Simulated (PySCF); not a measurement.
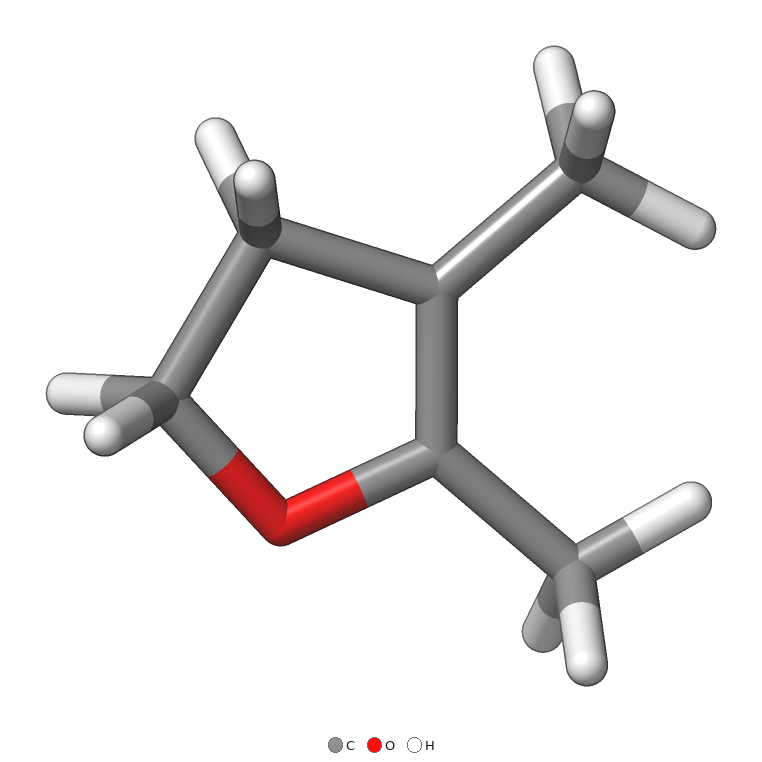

The picture shows a molecular structure as a stick model. Every bond is drawn as one stick, whatever its order.

The computed structure is the end point of a GFN2-xTB optimisation. No frequency run is at hand to confirm it as a minimum.

Give the formula.

C₆H₁₀O, 17 atoms: 6 carbon, 10 hydrogen and 1 oxygen.

What is its SMILES?

CC1=C(C)OCC1

Name some functional groups or characteristic bonds that it holds.

Among them: ether, alkene.

How many bonds of each kind are drawn?

10 C–H, 5 C–C, 2 C–O.

Describe its rings.

Independent rings (smallest set): 1 of 5 members.

The parts below concern this one geometry. Atoms keep their numbers from picture to picture.

### Charges

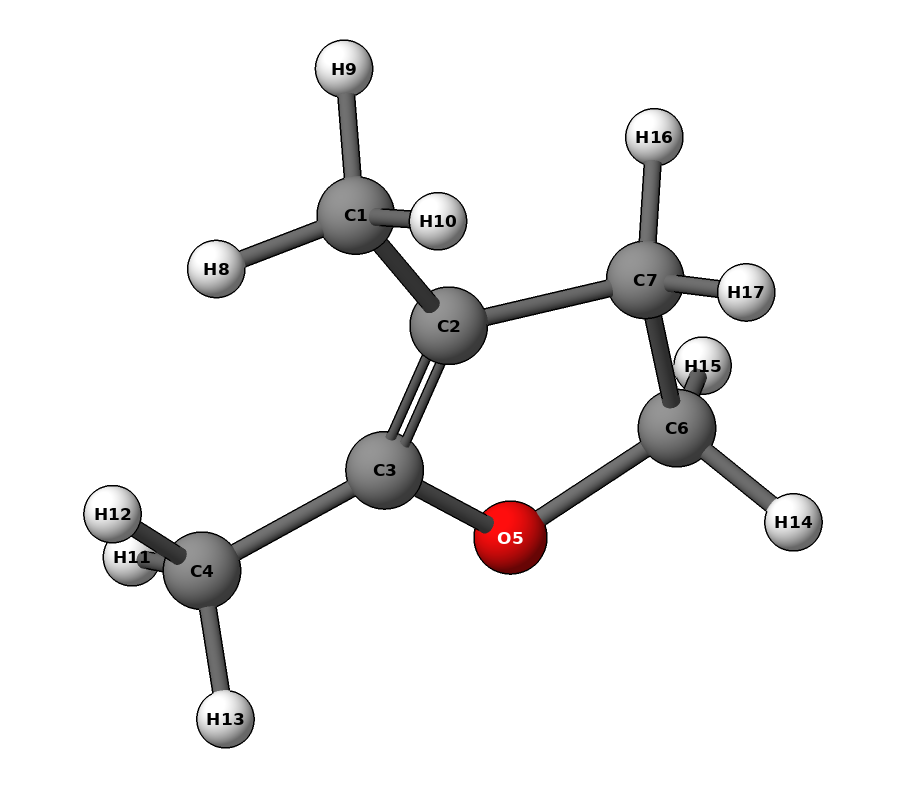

The questions are on IAO charges. No frequency run is at hand to confirm it as a minimum. Level of theory: PBE0/pcSseg-1, gas phase (PySCF 2.14.0).

List the IAO charges.

| atom | value (e) |
| --- | --- |
| C1 | −0.42 |
| C2 | −0.09 |
| C3 | 0.19 |
| C4 | −0.43 |
| O5 | −0.37 |
| C6 | −0.06 |
| C7 | −0.28 |
| H8 | 0.14 |
| H9 | 0.14 |
| H10 | 0.14 |
| H11 | 0.16 |
| H12 | 0.15 |
| H13 | 0.16 |
| H14 | 0.14 |
| H15 | 0.14 |
| H16 | 0.14 |
| H17 | 0.14 |

### NMR shielding

The questions are on isotropic NMR shieldings of the H atoms. No frequency run is at hand to confirm it as a minimum. Properties computed with GIAO PBE0/pcSseg-1 NMR shielding, non-relativistic, gas phase (PySCF 2.14.0).

Which H atom is the most shielded (lowest chemical shift)?

H10 (30.03 ppm).

Which H atom is the least shielded (highest chemical shift)?

H14, H15 (27.30 to 27.31 ppm).

How wide is the range of H shifts?

2.73 ppm.

Give the isotropic NMR shieldings of the H atoms atom by atom.

| atom | σ (ppm) |
| --- | --- |
| H8 | 29.79 |
| H9 | 30.02 |
| H10 | 30.03 |
| H11 | 30.00 |
| H12 | 29.81 |
| H13 | 30.01 |
| H14 | 27.31 |
| H15 | 27.30 |
| H16 | 29.02 |
| H17 | 29.02 |

### Quadrupole coupling

No frequency run is at hand to confirm it as a minimum. Electric field gradients from the ground-state density, PBE0/pcSseg-1 (PySCF 2.14.0), non-relativistic apart from any core potentials.

Give the largest field-gradient component, the quadrupole coupling constant and the asymmetry for 17O at O5 (Q = −25.6 mb), 2H at H8 (Q = 2.86 mb), 2H at H9 (Q = 2.86 mb).

| atom | V_zz (a.u.) | e²qQ/h (MHz) | η |
| --- | --- | --- | --- |
| O5 | 1.906 | −11.47 | 0.86 |
| H8 | 0.319 | 0.214 | 0.03 |
| H9 | 0.310 | 0.208 | 0.02 |
